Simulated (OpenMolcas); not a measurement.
# How methods differ on MoCl4O (SMILES O=[Mo](Cl)(Cl)(Cl)Cl)

MoCl4O has 6 atoms, charge 0, and is taken as a singlet. SMILES: `O=[Mo](Cl)(Cl)(Cl)Cl`. The shape is that of a PBE0-D4/def2-TZVP optimisation.

Quantity: the HOMO–LUMO gap, in eV. The values are calculated.

```csv
level,kind,program,value (eV),CPU time
HF/def2-SVP (core potential),Hartree–Fock,OpenMolcas,10.01,43 s
SVWN5/def2-SVP (core potential),LDA,OpenMolcas,2.33,82 s
PBE/def2-SVP (core potential),GGA,OpenMolcas,2.32,97 s
revPBE/def2-SVP (core potential),GGA,OpenMolcas,2.33,99 s
TPSS/def2-SVP (core potential),meta-GGA,OpenMolcas,2.41,2.1 min
r2SCAN/def2-SVP (core potential),meta-GGA,OpenMolcas,2.53,1.7 min
M06-2X/def2-SVP (core potential),hybrid meta-GGA,OpenMolcas,6.01,89 s
B2PLYP/def2-SVP (core potential),double hybrid,OpenMolcas,6.16,64 s
```

The values span 2.32 to 10.01 eV. Orbital gaps aren't excitation energies, and those of double hybrids come from the SCF part alone; they tend to grow with the share of exact exchange. CPU times are rough (shared hosts, several kinds of processor): they show what a rung costs within a factor of a few.

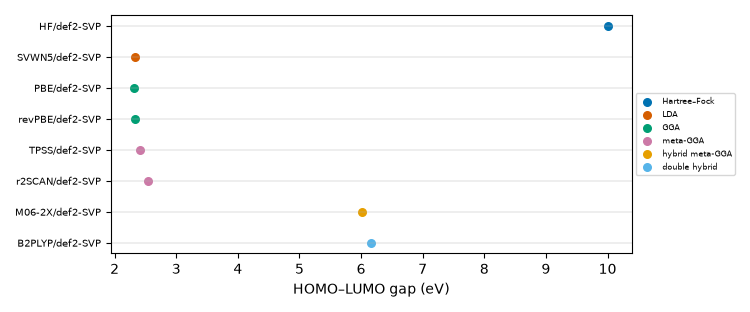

The values of the table, level by level.
